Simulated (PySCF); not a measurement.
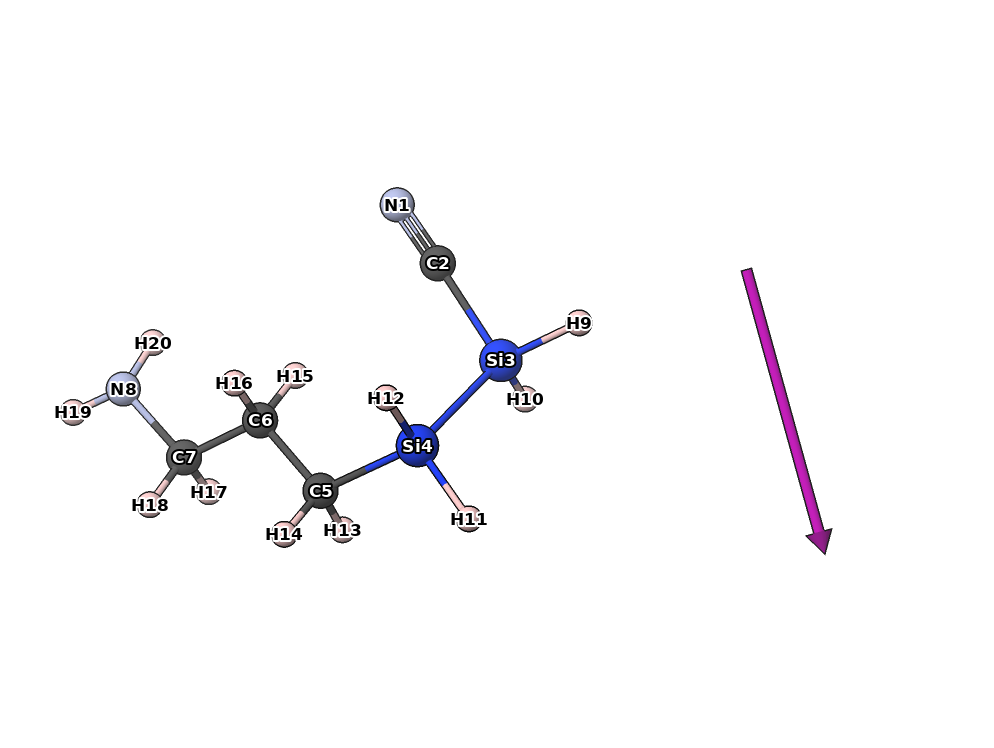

The arrow beside the molecule shows the direction of the dipole moment, from the negative to the positive end (its length means nothing). The computed structure is the end point of a GFN2-xTB optimisation. No frequency run is at hand to confirm it as a minimum. Level of theory: PBE0/pcSseg-1, gas phase (PySCF 2.14.0).

Q: How large is the dipole moment?

A: 4.11 D; it points from the side of N1 to the side of H11 (the outermost atoms at the two ends).

The geometry is semi-empirical. Around Si such bond lengths and angles can be off by a tenth of an ångström or more and by several degrees, and values that hang on the shape move with them.
